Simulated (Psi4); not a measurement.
**BNH4 (BH2(NH2)): levels of theory compared**

We compute a comparison of 4 runs (HF/def2-SVP, B3LYP/6-311G**, B3LYP/aug-cc-pVDZ, SCS-MP2/2ZaPa-NR) of BNH4 (BH2(NH2)). 

The results are computed with Psi4 1.11.

1 further run of the same task is left out (set aside as unsound or not needed).

## 1. The molecule

BNH4: 6 atoms, total charge 0, spin state singlet. As SMILES, `[H]B([H])N`. The coordinates come from a GFN2-xTB relaxation.

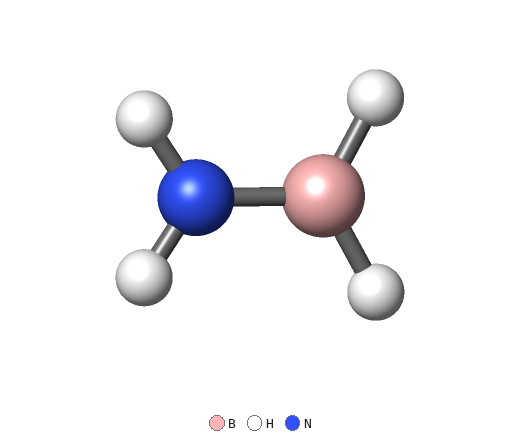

Viewed from a chosen angle; boron pink, hydrogen white, nitrogen blue.

## 2. Energy and forces at HF/def2-SVP (run 1)

The input, run.py:

```python
import numpy as np
from ase.calculators.psi4 import Psi4
from ase import Atoms

atoms = Atoms(['B', 'H', 'H', 'N', 'H', 'H'], positions=[
    [0.341950, 0.595150, 0.003650],
    [1.330110, 0.674300, 0.627440],
    [-0.078600, 1.496820, -0.614110],
    [-0.345390, -0.598720, -0.003870],
    [-1.199300, -0.750580, -0.515060],
    [-0.048780, -1.416960, 0.501960],
])
calc = Psi4(atoms=atoms, method='hf', basis='def2-SVP', memory='1600MB', num_threads=1, charge=0, multiplicity=1, label='psi4-calc', reference='rhf')
calc.psi4.set_options({'puream': True, 'e_convergence': 1e-09, 'd_convergence': 1e-08, 'scf_type': 'pk'})
atoms.calc = calc

forces = atoms.get_forces()
print(f'energy: {atoms.get_potential_energy():.6f} eV')
print('forces / eV A^-1')
print(np.round(forces, 5))
```

Command:

```
$ python run.py
```

psi4-calc.dat:

```text
[...]
  Running in c1 symmetry.
[...]
  Nuclear repulsion =   32.535476564421572
[...]
  Multiplicity = 1
[...]
  Nalpha       = 8
  Nbeta        = 8
[...]
    Number of basis functions: 48
[...]
   @RHF iter   1:   -81.36743723593460   -6.69247e-01   7.45624e-03 DIIS/ADIIS
[...]
   @RHF iter  10:   -81.43353399717149   -3.52429e-12   3.19554e-09 DIIS
[...]
    Orbital Energies [Eh]
    ---------------------
    Doubly Occupied:
       1A    -15.556711     2A     -7.581974     3A     -1.145258
       4A     -0.715554     5A     -0.681772     6A     -0.554075
       7A     -0.463313     8A     -0.439291
[...]
  @RHF Final Energy:   -81.43353399717149
   => Energetics <=
    Nuclear Repulsion Energy =             32.5354765644215718
    One-Electron Energy =                -173.6621255638823413
    Two-Electron Energy =                  59.6931150022892751
    Total Energy =                        -81.4335339971714944
[...]
 Multipole Moments:
 ------------------------------------------------------------------------------------
     Multipole            Electronic (a.u.)      Nuclear  (a.u.)        Total (a.u.)
 ------------------------------------------------------------------------------------
 L = 1.  Multiply by 2.5417464519 to convert [e a0] to [Debye]
 Dipole X            :         -0.1562466           -0.2191257           -0.3753722
 Dipole Y            :         -0.2641050           -0.3866503           -0.6507554
 Dipole Z            :         -0.0020536           -0.0019290           -0.0039826
 Magnitude           :                                                    0.7512674
[...]
  -Total Gradient:
     Atom            X                  Y                   Z
    ------   -----------------  -----------------  -----------------
       1        0.003262210004     0.006091358655     0.000041167303
       2       -0.013901007329    -0.002444757646    -0.008416567749
       3        0.004973208883    -0.013309590904     0.008301394985
       4        0.011120885939     0.019134481027     0.000146392622
       5       -0.006431810757    -0.002665948184    -0.003368970319
       6        0.000976513260    -0.006805542948     0.003296583158
[...]
```

On the terminal:

```text
energy: -2215.919329 eV
forces / eV A^-1
[[-0.16775 -0.31323 -0.00212]
 [ 0.71482  0.12571  0.4328 ]
 [-0.25573  0.68441 -0.42687]
 [-0.57186 -0.98393 -0.00753]
 [ 0.33074  0.13709  0.17324]
 [-0.05021  0.34996 -0.16952]]
```

It took 1.6 s on 1 thread of Intel Xeon 6975P-C (Granite Rapids), shared host; peak memory 0.21 GiB.

## 3. Energy and forces at B3LYP/6-311G(d,p) (run 2)

The input, input.json:

```json
{
  "schema_name": "qcschema_input",
  "schema_version": 1,
  "molecule": {
    "schema_name": "qcschema_molecule",
    "schema_version": 2,
    "symbols": ["B", "H", "H", "N", "H", "H"],
    "geometry": [0.64619185, 1.1246705, 0.0068975, 2.51354362, 1.27424233, 1.18568976, -0.14853247, 2.82857986, -1.16049971, -0.65269251, -1.13141683, -0.00731324, -2.26634854, -1.41839063, -0.97332234, -0.09218084, -2.67766633, 0.94856693],
    "molecular_charge": 0,
    "molecular_multiplicity": 1,
    "fix_symmetry": "c1",
    "fix_com": true,
    "fix_orientation": true
  },
  "driver": "gradient",
  "model": {
    "method": "b3lyp",
    "basis": "6-311G**"
  },
  "keywords": {
    "reference": "rks",
    "puream": true,
    "e_convergence": 1e-09,
    "d_convergence": 1e-08,
    "scf_type": "pk",
    "dft_radial_points": 99,
    "dft_spherical_points": 590,
    "scf_properties": ["DIPOLE", "MULLIKEN_CHARGES", "MAYER_INDICES"]
  }
}
```

Command:

```
$ psi4 --qcschema input.json -n 1 --memory 1600MB
```

stdout (excerpt; [...] marks lines left out):

```text
[...]
  Running in c1 symmetry.
[...]
  Nuclear repulsion =   32.535476553019080
[...]
  Multiplicity = 1
[...]
  Nalpha       = 8
  Nbeta        = 8
[...]
    Number of basis functions: 60
[...]
   @RKS iter   1:   -81.80858781597267   -3.22906e-01   1.29144e-02 ADIIS/DIIS
[...]
   @RKS iter  10:   -82.07113890690515   -3.97904e-13   1.15475e-09 DIIS
[...]
  @RKS Final Energy:   -82.07113890690515
   => Energetics <=
    Nuclear Repulsion Energy =             32.5354765530190804
    One-Electron Energy =                -173.9712635140987231
    Two-Electron Energy =                  69.4953228620900489
    DFT Exchange-Correlation Energy =     -10.1306748079155451
    Empirical Dispersion Energy =           0.0000000000000000
    VV10 Nonlocal Energy =                  0.0000000000000000
    Total Energy =                        -82.0711389069051478
[...]
 Multipole Moments:
 ------------------------------------------------------------------------------------
     Multipole            Electronic (a.u.)      Nuclear  (a.u.)        Total (a.u.)
 ------------------------------------------------------------------------------------
 L = 1.  Multiply by 2.5417464519 to convert [e a0] to [Debye]
 Dipole X            :          0.9199726           -1.3314066           -0.4114339
 Dipole Y            :          1.5760935           -2.2898001           -0.7137066
 Dipole Z            :          0.0118506           -0.0162705           -0.0044200
 Magnitude           :                                                    0.8238170
[...]
  Mulliken Charges: (a.u.)
   Center  Symbol    Alpha    Beta     Spin     Total
       1     B     2.44031  2.44031  0.00000  0.11939
       2     H     0.53457  0.53457  0.00000 -0.06915
       3     H     0.53451  0.53451  0.00000 -0.06902
[...]
  -Total Gradient:
     Atom            X                  Y                   Z
    ------   -----------------  -----------------  -----------------
       1        0.000474765255     0.001192135877     0.000012448845
       2       -0.008843735942    -0.001112572750    -0.005561141896
       3        0.003592010933    -0.008235743816     0.005488166525
       4        0.004921177145     0.008393869839     0.000078461076
       5        0.001605971536    -0.001161563698     0.001414629720
       6       -0.001750211371     0.000923823366    -0.001432563691
[...]
```

The result, in JSON:

```text
{
 "driver": "gradient",
 "model": {
  "method": "b3lyp",
  "basis": "6-311G**"
 },
 "success": true,
 "return_result": [0.00047476525540863374, 0.0011921358766181916, 1.2448844578341373e-05, -0.008843735942111214, -0.00111257275024273, -0.005561141896422442, 0.0035920109332615996, -0.008235743815988045, 0.005488166524679067, 0.004921177144958853, 0.008393869838831152, 7.846107551741423e-05, 0.0016059715355477011, -0.0011615636981345892, 0.0014146297200675062, -0.0017502113712555972, 0.000923823365988452, -0.0014325636908492367],
 "properties": {
  "calcinfo_nbasis": 60,
  "calcinfo_nmo": 60,
  "calcinfo_nalpha": 8,
  "calcinfo_nbeta": 8,
  "calcinfo_natom": 6,
  "nuclear_repulsion_energy": 32.53547655301908,
  "return_energy": -82.07113890690515,
  "return_gradient": [0.00047476525540863374, 0.0011921358766181916, 1.2448844578341373e-05, -0.008843735942111214, -0.00111257275024273, -0.005561141896422442, 0.0035920109332615996, -0.008235743815988045, 0.005488166524679067, 0.004921177144958853, 0.008393869838831152, 7.846107551741423e-05, 0.0016059715355477011, -0.0011615636981345892, 0.0014146297200675062, -0.0017502113712555972, 0.000923823365988452, -0.0014325636908492367],
  "scf_one_electron_energy": -173.97126351409872,
  "scf_two_electron_energy": 69.49532286209005,
  "scf_xc_energy": -10.130674807915545,
  "scf_dipole_moment": [-0.4114339338256392, -0.7137065913802507, -0.00441996322882926],
  "scf_total_energy": -82.07113890690515,
  "scf_total_gradient": [0.00047476525540863374, 0.0011921358766181916, 1.2448844578341373e-05, -0.008843735942111214, -0.00111257275024273, -0.005561141896422442, 0.0035920109332615996, -0.008235743815988045, 0.005488166524679067, 0.004921177144958853, 0.008393869838831152, 7.846107551741423e-05, 0.0016059715355477011, -0.0011615636981345892, 0.0014146297200675062, -0.0017502113712555972, 0.000923823365988452, -0.0014325636908492367],
  "scf_iterations": 10
 }
}
```

It took 7.2 s on 1 thread of Intel Xeon 6975P-C (Granite Rapids), shared host; peak memory 0.8 GiB.

Run 3 isn't shown in full; the table further down has it.

## 4. The energy at SCS-MP2/2ZaPa-NR (run 4)

The input, bh4n.xyz:

```xyz
6
BH4N
B      0.341950     0.595150     0.003650
H      1.330110     0.674300     0.627440
H     -0.078600     1.496820    -0.614110
N     -0.345390    -0.598720    -0.003870
H     -1.199300    -0.750580    -0.515060
H     -0.048780    -1.416960     0.501960
```

The input, run.py:

```python
import psi4

psi4.set_memory(1600000000)
psi4.set_num_threads(1)
psi4.core.set_output_file('bh4n.out', False)

with open('bh4n.xyz') as f:
    atoms = ''.join(f.readlines()[2:])
molecule = psi4.geometry('0 1\n' + atoms + '')

psi4.set_options(dict(reference='rhf', scf_type='pk', freeze_core=True, mp2_type='df', soscf=True))

e = psi4.energy("scs-mp2/2ZaPa-NR")
print('E =', round(e, 9))
```

Command:

```
$ python run.py
```

bh4n.out:

```text
[...]
  Running in c1 symmetry.
[...]
  Nuclear repulsion =   32.535476564421572
[...]
  Multiplicity = 1
[...]
  Nalpha       = 8
  Nbeta        = 8
[...]
    Number of basis functions: 60
[...]
   @RHF iter   1:   -81.41087009138451   -7.32761e-01   7.28841e-03 DIIS/ADIIS
[...]
   @RHF iter   6:   -81.50582516025224   -6.46594e-12   6.51949e-10 SOSCF, nmicro=conv
[...]
    Orbital Energies [Eh]
    ---------------------
    Doubly Occupied:
       1A    -15.557176     2A     -7.583094     3A     -1.162933
       4A     -0.722299     5A     -0.683447     6A     -0.556986
       7A     -0.465106     8A     -0.438999
[...]
  @RHF Final Energy:   -81.50582516025224
   => Energetics <=
    Nuclear Repulsion Energy =             32.5354765644215718
    One-Electron Energy =                -173.7425242746625713
    Two-Electron Energy =                  59.7012225499887634
    Total Energy =                        -81.5058251602522432
[...]
 Multipole Moments:
 ------------------------------------------------------------------------------------
     Multipole            Electronic (a.u.)      Nuclear  (a.u.)        Total (a.u.)
 ------------------------------------------------------------------------------------
 L = 1.  Multiply by 2.5417464519 to convert [e a0] to [Debye]
 Dipole X            :         -0.1187478           -0.2191257           -0.3378735
 Dipole Y            :         -0.1990640           -0.3866503           -0.5857144
 Dipole Z            :         -0.0016907           -0.0019290           -0.0036197
 Magnitude           :                                                    0.6761900
[...]
	SCS-MP2 Total Energy (a.u.)        :   -81.77756357026574
	SOS-MP2 Total Energy (a.u.)        :   -81.75809363276336
	SCSN-MP2 Total Energy (a.u.)       :   -81.60862643026476
[...]
	SOS-PI-MP2 Total Energy (a.u.)     :   -81.80013837818188
[...]
	MP2 Total Energy (a.u.)            :   -81.77445869985196
[...]
```

Standard output:

```text
E = -81.77756357
```

Run time: 2.1 s. Hardware: 1 thread of Intel Xeon 6975P-C (Granite Rapids), shared host; peak memory 0.24 GiB.

## 5. The series

| run | level | integration grid | task | energy (Eh) | dipole moment (D) | HOMO energy (eV) | LUMO energy (eV) | wall time |
| --- | --- | --- | --- | --- | --- | --- | --- | --- |
| 1 | HF/def2-SVP | – | gradient | -81.433534 | 1.91 | -11.95 | 4.21 | 1.6 s |
| 2 | B3LYP/6-311G** | 99 radial × 590 angular | gradient | -82.071139 | 2.09 | -8.33 | 0.30 | 7.2 s |
| 3 | B3LYP/aug-cc-pVDZ | 99 radial × 590 angular | gradient | -82.055174 | 1.89 | -8.45 | -0.38 | 11 s |
| 4 | SCS-MP2/2ZaPa-NR | – | energy | -81.777564 | – | -11.95 | 1.08 | 2.1 s |

## 6. Summary of results

| quantity | value |
| --- | --- |
| run 4: total energy | -81.77756 Eh |
| run 4: HOMO energy (Hartree–Fock orbitals) | -11.95 eV |
| run 4: LUMO energy (Hartree–Fock orbitals) | 1.08 eV |
| run 4: HOMO–LUMO gap (Hartree–Fock orbitals) | 13.02 eV |
| run 4: correlation energy (2 core orbitals frozen) | -271.7 mEh |

What this shows: Over runs 1, 2, 3 the dipole moment (its size) runs from 1.89 D (B3LYP/aug-cc-pVDZ) to 2.09 D (B3LYP/6-311G**). Over runs 1, 2, 3 the HOMO–LUMO gap runs from 8.08 eV (B3LYP/aug-cc-pVDZ) to 16.17 eV (HF/def2-SVP). The two ends differ in method and basis. All runs together took 22 s, the longest 11 s.
